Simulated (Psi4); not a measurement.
**B3LYP/6-31G(d) (spherical functions) run of CH5BCl− (SMILES C[BH2-]Cl)**

What is the vertical ionisation energy of CH5BCl− at B3LYP/6-31G* (spherical functions)? 

Program for the calculation: Psi4 1.11.

1 further run of the same task is left out (set aside as unsound or not needed).

**1. The structure to begin with**

CH5BCl−: 8 atoms, total charge -1, spin state singlet. As SMILES, `C[BH2-]Cl`. The coordinates come from a GFN2-xTB relaxation.

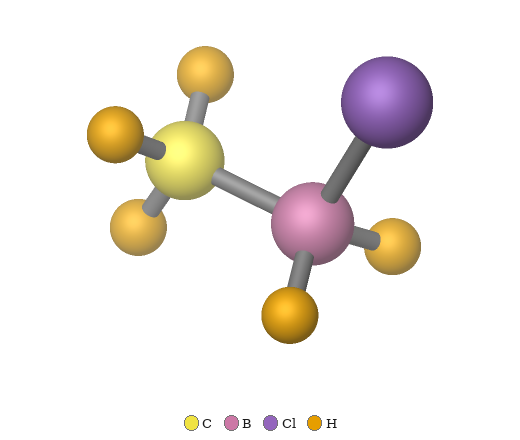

Viewed from a chosen angle; carbon yellow, boron pink, chlorine purple, hydrogen amber.

**2. Energy and forces at B3LYP/6-31G(d) (spherical functions)**

File input.dat:

```
memory 1.6 GB

molecule {
  -1 1
  C     -0.250810     0.813210    -0.116160
  B      0.045260    -0.779890     0.071810
  Cl     1.891270    -0.985600     0.462900
  H     -0.018060     1.387960     0.783050
  H      0.327230     1.249260    -0.933990
  H     -1.308080     0.980960    -0.342480
  H     -0.541280    -1.254220     1.016390
  H     -0.145530    -1.411680    -0.941510
  symmetry c1
  no_reorient
  no_com
}

set reference rks
set puream true
set e_convergence 1e-09
set d_convergence 1e-08
set scf_type pk
set dft_radial_points 99
set dft_spherical_points 590

result, w = gradient("b3lyp/6-31G*", return_wfn=True)
oeprop(w, "MULLIKEN_CHARGES", "WIBERG_LOWDIN_INDICES", "LOWDIN_CHARGES", title="B3LYP")
print_variables()
```

Run with:

```console
$ psi4 -i input.dat -o output.dat -n 1
```

output.dat:

```text
[...]
  Running in c1 symmetry.
[...]
  Nuclear repulsion =   89.231483692041138
[...]
  Multiplicity = 1
[...]
  Nalpha       = 17
  Nbeta        = 17
[...]
    Number of basis functions: 56
[...]
   @RKS iter   1:  -525.92986038034144   -3.11407e-01   1.28090e-02 DIIS/ADIIS
[...]
   @RKS iter  11:  -526.23959207064297   -7.95808e-13   1.81009e-09 DIIS
[...]
    Orbital Energies [Eh]
    ---------------------
    Doubly Occupied:
       1A   -101.261476     2A     -9.945220     3A     -9.194201
       4A     -6.953910     5A     -6.949406     6A     -6.949313
       7A     -6.492792     8A     -0.565862     9A     -0.480199
      10A     -0.259279    11A     -0.200010    12A     -0.199679
      13A     -0.115424    14A     -0.112702    15A     -0.107457
      16A     -0.048431    17A     -0.043057
[...]
  @RKS Final Energy:  -526.23959207064297
   => Energetics <=
    Nuclear Repulsion Energy =             89.2314836920411381
    One-Electron Energy =                -908.2179386914823453
    Two-Electron Energy =                 324.9532332366339347
    DFT Exchange-Correlation Energy =     -32.2063703078357406
    Empirical Dispersion Energy =           0.0000000000000000
    VV10 Nonlocal Energy =                  0.0000000000000000
    Total Energy =                       -526.2395920706429706
[...]
 Multipole Moments:
 ------------------------------------------------------------------------------------
     Multipole            Electronic (a.u.)      Nuclear  (a.u.)        Total (a.u.)
 ------------------------------------------------------------------------------------
 L = 1.  Multiply by 2.5417464519 to convert [e a0] to [Debye]
 Dipole X            :        -56.5673866           55.1560222           -1.4113644
 Dipole Y            :         29.4588367          -28.0116182            1.4472185
 Dipole Z            :        -13.8437195           13.4413385           -0.4023811
 Magnitude           :                                                    2.0611407
[...]
  -Total Gradient:
     Atom            X                  Y                   Z
    ------   -----------------  -----------------  -----------------
       1        0.001383633210     0.008366660537    -0.000356467440
       2        0.011345148794    -0.009013029716     0.003111458418
       3       -0.025203751331     0.003770853438    -0.005367062336
       4       -0.001063990168    -0.003560852214    -0.004820791607
       5       -0.002959494341    -0.002823256825     0.004514949805
       6        0.006517251793    -0.002496762983     0.001506710737
       7        0.006037093560     0.002525259667    -0.004137905362
       8        0.003947504165     0.003229458641     0.005549914360
[...]
  Mulliken Charges: (a.u.)
   Center  Symbol    Alpha    Beta     Spin     Total
       1     C     3.24525  3.24525  0.00000 -0.49049
       2     B     2.44588  2.44588  0.00000  0.10824
       3    CL     8.74426  8.74426  0.00000 -0.48853
       4     H     0.46322  0.46322  0.00000  0.07355
       5     H     0.46326  0.46326  0.00000  0.07349
       6     H     0.47280  0.47280  0.00000  0.05439
       7     H     0.58262  0.58262  0.00000 -0.16523
       8     H     0.58271  0.58271  0.00000 -0.16542
   Total alpha = 17.00000, Total beta = 17.00000, Total charge = -1.00000
[...]
```

Wall time 17 s (1 thread of Intel Xeon Platinum 8259CL at 2.50GHz (Skylake/Cascade Lake), shared host); peak memory 0.89 GiB.

**3. Doublet neutral CH5BCl at the same level**

File input.inp:

```
memory 1.6 GB

molecule system {
  0 2
  C     -0.47396221     1.53674418    -0.21951059
  B      0.08552900    -1.47377851     0.13570123
  Cl     3.57398233    -1.86251407     0.87475422
  H     -0.03412845     2.62286427     1.47975004
  H      0.61837508     2.36075926    -1.76498530
  H     -2.47191295     1.85374574    -0.64719340
  H     -1.02287096    -2.37013230     1.92069874
  H     -0.27501184    -2.66768858    -1.77919604
  units bohr
  symmetry c1
}

set basis 6-31G*
set reference uks
set puream true
set e_convergence 1e-09
set d_convergence 1e-08
set scf_type pk
set dft_radial_points 99
set dft_spherical_points 590
set maxiter 200

gradient('b3lyp')
```

Run with:

```console
$ psi4 input.inp input.out -n 1
```

input.out, cut to the lines that bear on the results:

```text
[...]
  Running in c1 symmetry.
[...]
  Nuclear repulsion =   89.231483681052993
[...]
  Multiplicity = 2
[...]
  Nalpha       = 17
  Nbeta        = 16
[...]
    Number of basis functions: 56
[...]
   @UKS iter   1:  -525.82706877338842   -2.08616e-01   1.20704e-02 ADIIS/DIIS
[...]
   @UKS iter  18:  -526.09917524577997    1.25624e-10   6.80868e-09 DIIS
[...]
   @S^2 Observed:                7.537390879E-01
[...]
  @UKS Final Energy:  -526.09917524577997
   => Energetics <=
    Nuclear Repulsion Energy =             89.2314836810529926
    One-Electron Energy =                -899.6905660442187127
    Two-Electron Energy =                 316.2869542630559749
    DFT Exchange-Correlation Energy =     -31.9270471456702545
    Empirical Dispersion Energy =           0.0000000000000000
    VV10 Nonlocal Energy =                  0.0000000000000000
    Total Energy =                       -526.0991752457799748
[...]
 Multipole Moments:
 ------------------------------------------------------------------------------------
     Multipole            Electronic (a.u.)      Nuclear  (a.u.)        Total (a.u.)
 ------------------------------------------------------------------------------------
 L = 1.  Multiply by 2.5417464519 to convert [e a0] to [Debye]
 Dipole X            :          6.0115575           -6.1242231           -0.1126656
 Dipole Y            :         -4.0224353            3.9847313           -0.0377039
 Dipole Z            :          1.5423807           -1.5626760           -0.0202953
 Magnitude           :                                                    0.1205281
[...]
  -Total Gradient:
     Atom            X                  Y                   Z
    ------   -----------------  -----------------  -----------------
       1        0.004843386444     0.020364102975    -0.000569081387
       2       -0.025916813708    -0.063291069262    -0.000151400558
       3        0.009500403873     0.008067017549     0.001302078749
       4       -0.001550817274    -0.002122131679    -0.003604390606
       5       -0.002868463513    -0.001636104455     0.003008903959
       6        0.002778933707    -0.000693705250     0.000619333589
       7        0.007392580238     0.019428725776    -0.004020703549
       8        0.005824110946     0.019881312869     0.003416065032
[...]
```

Run time: 37 s. Hardware: 1 thread of Intel Xeon Platinum 8259CL at 2.50GHz (Skylake/Cascade Lake), shared host; peak memory 0.9 GiB.

**4. Outcome**

Level: B3LYP/6-31G* (spherical functions).

| quantity | value |
| --- | --- |
| singlet CH5BCl−: total energy | -526.23959 Eh |
| singlet CH5BCl−: HOMO energy | -1.17 eV |
| singlet CH5BCl−: LUMO energy | 8.11 eV |
| singlet CH5BCl−: HOMO–LUMO gap (to an unbound level, set by the basis) | 9.28 eV |
| singlet CH5BCl−: largest force on an atom | 1.339 eV/Å |
| doublet neutral CH5BCl: total energy | -526.09918 Eh |
| doublet neutral CH5BCl: dipole moment | 0.31 D |
| doublet neutral CH5BCl: HOMO energy (highest over α and β) | -7.90 eV |
| doublet neutral CH5BCl: LUMO energy (lowest over α and β) | -6.45 eV |
| doublet neutral CH5BCl: ⟨S²⟩ | 0.754 |
| doublet neutral CH5BCl: largest force on an atom | 3.517 eV/Å |
| vertical detachment energy (to the doublet neutral) | 3.821 eV |

**Reading.** Removing an electron at fixed nuclei costs 3.82 eV (369 kJ/mol). The largest force (singlet CH5BCl−) is 1.34 eV/Å: the shape isn't a stationary point for this species at this level. The negative HOMO energy of the first species, 1.17 eV, lies 2.65 eV below that difference.
